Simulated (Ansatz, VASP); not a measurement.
# Cross-check of SnSe2 between VASP and Ansatz, part 2 of 2

Aim: how closely do two programs agree when they are given the same cell, functional and k mesh?  Other levels of theory on this material are compared in a session of their own. Valence electrons are named where the data sets of a main pair hold unlike numbers.

VASP 6.6.1 and Ansatz 0.2.0.

So far: The starting structure; Ansatz: band structure, PBE, spin-orbit coupling; VASP: band structure, PBE, spin-orbit coupling.

## (3) VASP: band structure, PBE, spin-orbit coupling (continued)

Level of this step: PBE, spin-orbit coupling; plane waves and PAW (Sn_d, Se) (VASP).

Numbers of over 12 decimals in the logs are rounded to 6 here.

Parts of OUTCAR (step 3):

```text
ion  position               nearest neighbor table
   1  0.000  0.000  0.000-   2 2.68   3 2.68   2 2.68   3 2.68   3 2.68   2 2.68
   2  0.333  0.667  0.249-   1 2.68   1 2.68   1 2.68
   3  0.667  0.333  0.751-   1 2.68   1 2.68   1 2.68

  LATTYP: Found a hexagonal cell.
 ALAT       =     3.8110000000
 C/A-ratio  =     1.6100760955

 Subroutine GETGRP returns: Found 12 space group operations
 (whereof 12 operations were pure point group operations)

The static configuration has the point symmetry D_3d.

 Found     12 irreducible k-points:

   k-points           NKPTS =     12   k-points in BZ     NKDIM =     12   number of bands    NBANDS=     38

   dimension x,y,z NGX =    28 NGY =   28 NGZ =   40
   dimension x,y,z NGXF=    56 NGYF=   56 NGZF=   80

   ENCUT  =  400.0 eV  29.40 Ry    5.42 a.u.   6.21  6.21 10.01*2*pi/ulx,y,z

   NELECT =      26.0000    total number of electrons

 k-points in reciprocal lattice and weights: Automatic mesh
   0.00000000  0.00000000  0.00000000       0.013
   0.20000000 -0.00000000  0.00000000       0.080
   0.40000000 -0.00000000  0.00000000       0.080
   0.20000000  0.20000000  0.00000000       0.080
   0.40000000  0.20000000  0.00000000       0.080
   0.00000000  0.00000000  0.33333333       0.027
   0.20000000 -0.00000000  0.33333333       0.080
   0.00000000  0.20000000  0.33333333       0.080
   0.40000000 -0.00000000  0.33333333       0.080
   0.00000000  0.40000000  0.33333333       0.080
   0.20000000  0.20000000  0.33333333       0.160
   0.40000000  0.20000000  0.33333333       0.160

 average (electrostatic) potential at core
       1-102.6666       2 -53.3192       3 -53.3192

 E-fermi :   4.3983

 k-point     1 :       0.0000    0.0000    0.0000
  band No.  band energies     occupation
    ...
     22       3.6503      1.00000
     23       3.9164      1.00000
     24       3.9164      1.00000
     25       4.2339      1.00000
     26       4.2339      1.00000
     27       5.2776      0.00000
     28       5.2776      0.00000
     29       7.0864      0.00000
     30       7.0864      0.00000
     31       8.6194      0.00000
    ...

 k-point     2 :       0.2000   -0.0000    0.0000
  band No.  band energies     occupation
    ...
     22       2.5169      1.00000
     23       3.9655      1.00000
     24       3.9655      1.00000
     25       4.1977      1.00000
     26       4.1977      1.00000
     27       6.4490      0.00000
     28       6.4490      0.00000
     29       7.9395      0.00000
     30       7.9395      0.00000
     31       9.3161      0.00000
    ...

 k-point     3 :       0.4000   -0.0000    0.0000
  band No.  band energies     occupation
    ...
     22       1.6459      1.00000
     23       3.2580      1.00000
     24       3.2580      1.00000
     25       3.9256      1.00000
     26       3.9256      1.00000
     27       5.4650      0.00000
     28       5.4650      0.00000
     29       8.0430      0.00000
     30       8.0430      0.00000
     31       9.6893      0.00000
    ...

  Total        2.5980322      2.5980322      3.1417132      0.0000000      0.0000000      0.0000000
  in kB       53.9338262     53.9338262     65.2203679      0.0000000      0.0000000      0.0000000
  external PRESSURE =      57.6960068 kB  Pullay stress =       0.0000000 kB

  energy-cutoff  :      400.00
  volume of cell :       77.18
      direct lattice vectors                 reciprocal lattice vectors
     3.811000000  0.000000000  0.000000000     0.262398321  0.151495741  0.000000000
    -1.905500000  3.300422814  0.000000000     0.000000000  0.302991482  0.000000000
     0.000000000  0.000000000  6.136000000     0.000000000  0.000000000  0.162972621

 POSITION                                       TOTAL-FORCE (eV/Angst)
 -----------------------------------------------------------------------------------
      0.00000      0.00000      0.00000        -0.000000      0.000000      0.000000
     -0.00000      2.20028      1.52786         0.000000      0.000000      0.766143
      1.90550      1.10014      4.60814        -0.000000     -0.000000     -0.766143
 -----------------------------------------------------------------------------------
    total drift:                                0.000000      0.000000      0.000000

  FREE ENERGIE OF THE ION-ELECTRON SYSTEM (eV)
  ---------------------------------------------------
  free  energy   TOTEN  =       -11.8013362075 eV

  energy  without entropy=      -11.8013362075  energy(sigma->0) =      -11.80133621

 Spin-Orbit-Coupling matrix elements
 Ion:    1  E_soc:     -0.0904736
 Ion:    2  E_soc:     -0.0451152
 Ion:    3  E_soc:     -0.0451152

 total charge
# of ion       s       p       d       tot
------------------------------------------
    1        1.051   1.063  10.117  12.231
    2        1.482   2.339   0.029   3.851
    3        1.482   2.339   0.029   3.851
--------------------------------------------------
tot          4.016   5.742  10.176  19.933

 magnetization (x)
# of ion       s       p       d       tot
------------------------------------------
    1       -0.000   0.000   0.000  -0.000
    2        0.000   0.000  -0.000   0.000
    3        0.000   0.000  -0.000   0.000
--------------------------------------------------
tot         -0.000   0.000  -0.000   0.000

 magnetization (y)
# of ion       s       p       d       tot
------------------------------------------
    1        0.000   0.000   0.000   0.000
    2       -0.000   0.000  -0.000   0.000
    3        0.000   0.000  -0.000  -0.000
--------------------------------------------------
tot         -0.000   0.000  -0.000   0.000

 magnetization (z)
# of ion       s       p       d       tot
------------------------------------------
    1        0.000  -0.000   0.000  -0.000
    2        0.000   0.000   0.000   0.000
    3        0.000   0.000   0.000   0.000
--------------------------------------------------
tot          0.000  -0.000   0.000  -0.000

[... 3 further parts left out ...]
```

At this level the cell is under a pressure of 5.8 GPa, so at these settings it is away from equilibrium.

## (4) Side by side

Known differences besides the potentials themselves: spin-orbit coupling enters by fully relativistic files in Ansatz and inside the spheres in VASP; the data sets hold 46 valence electrons in Ansatz (on its fully relativistic PAW (standard-fr) files) and 26 in VASP; the cutoff is 420 eV in Ansatz and 400 eV in VASP. Total energies have different zeros and are not compared.

Both answers:

| quantity | Ansatz | VASP | difference |
| --- | --- | --- | --- |
| pressure (GPa) | 5.69 | 5.77 | -0.08 |
| gap over the path points (eV) | 0.705 | 0.697 | +0.007 |

Forces (eV/Å; atoms numbered as in POSCAR):

| atom | Ansatz x, y, z | VASP x, y, z |
| --- | --- | --- |
| Sn1 | 0.000, 0.000, 0.000 | 0.000, 0.000, 0.000 |
| Se2 | 0.000, 0.000, 0.746 | 0.000, 0.000, 0.766 |
| Se3 | 0.000, 0.000, -0.746 | 0.000, 0.000, -0.766 |

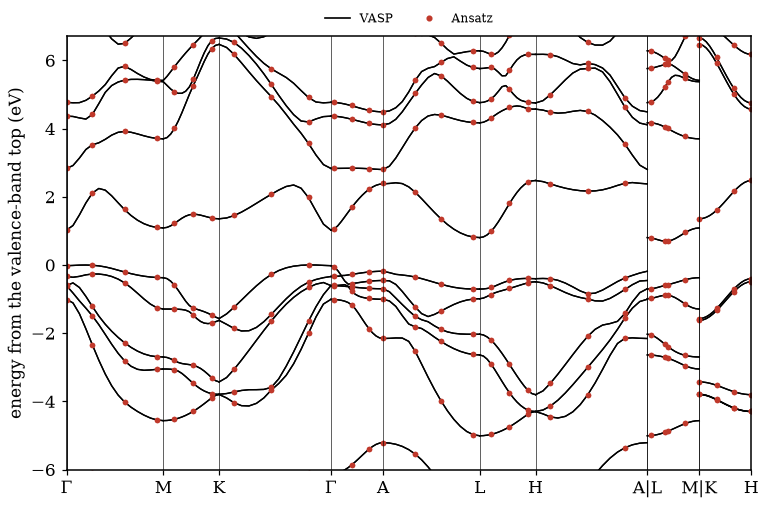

Bands from VASP (lines) and levels from Ansatz (dots). Dots without a line are higher empty bands that the VASP plot leaves out.

Levels at points of the path, from each program's valence-band top (eV; 8 filled, then empty):

| k (reciprocal lattice) | Ansatz | VASP |
| --- | --- | --- |
| 0.000 0.000 0.000 | -0.61 -0.61 -0.60 -0.60 -0.33 -0.33 -0.02 -0.02 1.03 1.03 2.84 2.84 4.36 4.36 | -0.61 -0.61 -0.60 -0.60 -0.34 -0.34 -0.02 -0.02 1.02 1.02 2.83 2.83 4.36 4.36 |
| 0.133 0.000 0.000 | -1.49 -1.49 -1.21 -1.21 -0.27 -0.27 -0.01 -0.01 2.11 2.11 3.53 3.53 4.42 4.42 | -1.49 -1.49 -1.22 -1.22 -0.27 -0.27 -0.01 -0.01 2.11 2.11 3.53 3.53 4.41 4.41 |
| 0.300 0.000 0.000 | -2.81 -2.81 -2.28 -2.28 -0.53 -0.53 -0.20 -0.20 1.63 1.63 3.92 3.92 5.42 5.42 | -2.81 -2.81 -2.28 -2.28 -0.52 -0.52 -0.21 -0.21 1.62 1.62 3.92 3.92 5.42 5.42 |
| 0.467 0.000 0.000 | -3.06 -3.06 -2.69 -2.69 -1.25 -1.25 -0.37 -0.37 1.11 1.11 3.72 3.72 5.40 5.40 | -3.06 -3.06 -2.69 -2.69 -1.25 -1.25 -0.37 -0.37 1.10 1.10 3.71 3.71 5.39 5.39 |
| 0.467 0.067 0.000 | -3.08 -3.08 -2.80 -2.80 -1.29 -1.29 -0.59 -0.59 1.23 1.23 4.01 4.01 5.09 5.09 | -3.07 -3.07 -2.81 -2.81 -1.29 -1.29 -0.59 -0.59 1.22 1.22 4.00 4.00 5.08 5.08 |
| 0.411 0.178 0.000 | -3.46 -3.46 -2.94 -2.94 -1.47 -1.47 -1.26 -1.26 1.49 1.49 5.25 5.25 5.44 5.44 | -3.47 -3.47 -2.94 -2.94 -1.47 -1.47 -1.26 -1.26 1.49 1.49 5.25 5.25 5.43 5.43 |
| 0.356 0.289 0.000 | -3.77 -3.77 -3.30 -3.30 -1.70 -1.70 -1.47 -1.47 1.38 1.38 6.34 6.34 6.58 6.58 | -3.77 -3.77 -3.31 -3.31 -1.70 -1.70 -1.47 -1.47 1.38 1.38 6.35 6.35 6.58 6.58 |
| 0.289 0.289 0.000 | -3.72 -3.72 -3.06 -3.06 -1.86 -1.86 -1.24 -1.24 1.45 1.45 6.17 6.17 6.53 6.53 | -3.72 -3.72 -3.06 -3.06 -1.86 -1.86 -1.24 -1.24 1.45 1.45 6.18 6.18 6.53 6.53 |
| 0.178 0.178 0.000 | -3.59 -3.59 -1.64 -1.64 -1.45 -1.45 -0.28 -0.28 2.08 2.08 4.94 4.94 5.30 5.30 | -3.59 -3.59 -1.64 -1.64 -1.45 -1.45 -0.28 -0.28 2.07 2.07 4.94 4.94 5.29 5.29 |
| 0.067 0.067 0.000 | -1.64 -1.64 -0.66 -0.66 -0.50 -0.50 0.00 0.00 1.98 1.98 3.57 3.57 4.20 4.20 | -1.65 -1.65 -0.66 -0.66 -0.51 -0.51 0.00 0.00 1.98 1.98 3.56 3.56 4.19 4.19 |

The forces differ by 9.4 meV/Å r.m.s., which is 2.6 % of the r.m.s. force of 0.361 eV/Å (both taken over all components). Among the levels compared at these points, filled levels agree within 6 meV and empty ones within 12 meV. Ansatz's pressure holds a Pulay correction of 0.04 GPa; VASP's holds none.

## (5) Summary of results

```yaml
largest_difference_of_a_filled_level_at_the_path_points_band_structure_pbe_spin_orbit_coupling: 6 meV
r_m_s_force_difference_band_structure_pbe_spin_orbit_coupling: 2.6 % of the r.m.s. force
```

The r.m.s. force difference is 2.6 % of the r.m.s. force (band structure, PBE, spin-orbit coupling), within the 3 % picked in this series as the mark of a large difference. The data sets hold unlike numbers of valence electrons (46 in Ansatz and 26 in VASP), so part of the differences comes from the potentials. 7 further runs of this series are not shown here. How closely two codes agree says nothing of how well the functional describes the real material.

[Lines on the potential files, build, host, timing and source positions are cut from VASP's logs without a mark.]

[Logs are printed without paths, hosts, clocks, repeated set-up lines and the standing remarks that a program may print on its own settings, such as how far it seeks lower states.]

[Hosts, paths, dates, database ids (printed as entryN), source tags and the programs' standing remarks are cut or masked in the printed files.]
